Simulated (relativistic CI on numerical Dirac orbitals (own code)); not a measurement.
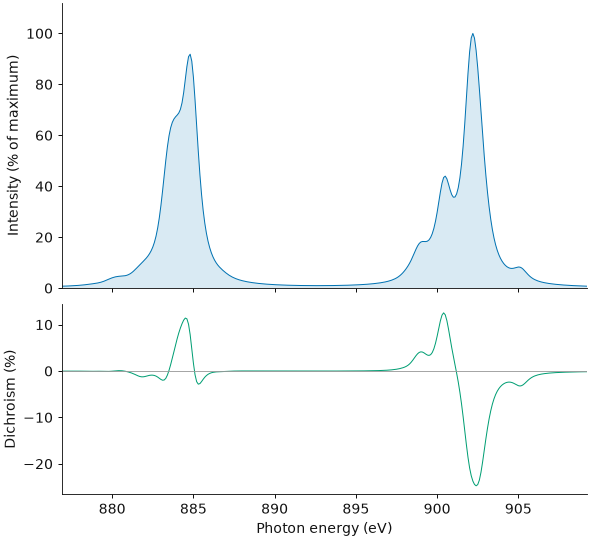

Computed core-level spectrum (absorption) of an ion of charge +3 in a field of D3d symmetry with B20 = −390, B40 = −1,370, B43 = 150, B60 = 660, B63 = 220, B66 = −770 cm⁻¹ (Wybourne parameters). Multiplet model: relativistic Dirac–Coulomb–Breit theory, one configuration a step, Slater integrals scaled by 0.8, 300 K, Voigt broadening (Lorentzian 0.9 eV, Gaussian 0.4 eV full widths), computed with a radial Dirac CI code. Dichroism is for the ground state at zero temperature, magnetised by a magnetic field of 10 T along z.

> Identify the element and the shell or line.

M₄,₅ X-ray absorption of Ce IV (Ce³⁺), initial configuration [Xe] 4f. The main maxima lie at 884.8 eV (92), 900.5 eV (44) and 902.2 eV (100), heights in % of the largest; the centroid is at 893.4 eV. The lower edge holds 0.48 of the intensity (branching ratio, edges parted at 892 eV), and the core spin-orbit splitting of the orbitals is 19.3 eV. The ground state has S = 0.50. The circular dichroism (Δm = −1 less Δm = +1) is largest at 902.4 eV, −25 % of the isotropic maximum; its integrals over the lower and upper edge are 0.004 and −0.018 of the sum over the three polarisations. The magnetised ground state has ⟨Lz⟩ = −0.54 and ⟨Sz⟩ = 0.08.

Known limits: free-ion energies, so absolute edge positions are off by a few eV from solids.
